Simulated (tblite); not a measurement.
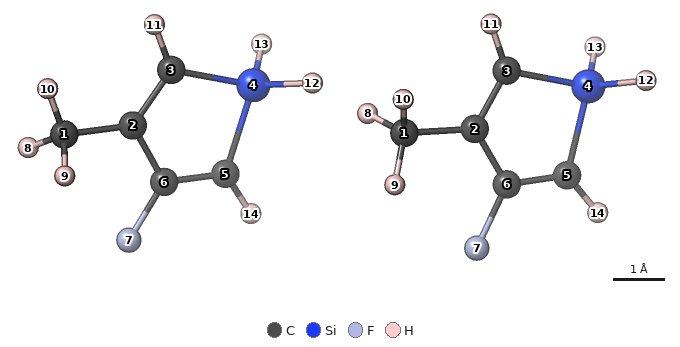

Two geometries of C5H7FSi, drawn at one scale. One is the start of a relaxation, the other its converged end. The picture is a ball-and-stick view, seen at a tilt.

All numbers below come from GFN2-xTB geometry optimisation, gas phase in tblite 0.8.0. 

Which one is relaxed?

Answer. The left one is the relaxed one. Over 83 geometry steps the energy falls by 0.411 eV. The atom that moves furthest after the best rigid fit is H8 (0.68 Å). By element the largest moves are H 0.68 Å, F 0.23 Å, C 0.11 Å, Si 0.11 Å. Near-neighbour distances that change, for instance: C2–C6 1.404 → 1.465 Å, C1–C2 1.539 → 1.491 Å, C6–F7 1.399 → 1.352 Å, Si4–C5 1.835 → 1.882 Å. Bond angles that change, for instance: C1–C2–C3 118.2° → 127.3°, C2–C3–H11 129.6° → 121.5°, H8–C1–H9 114.9° → 107.3°. Groups turn about C1–C2 by about 35°.
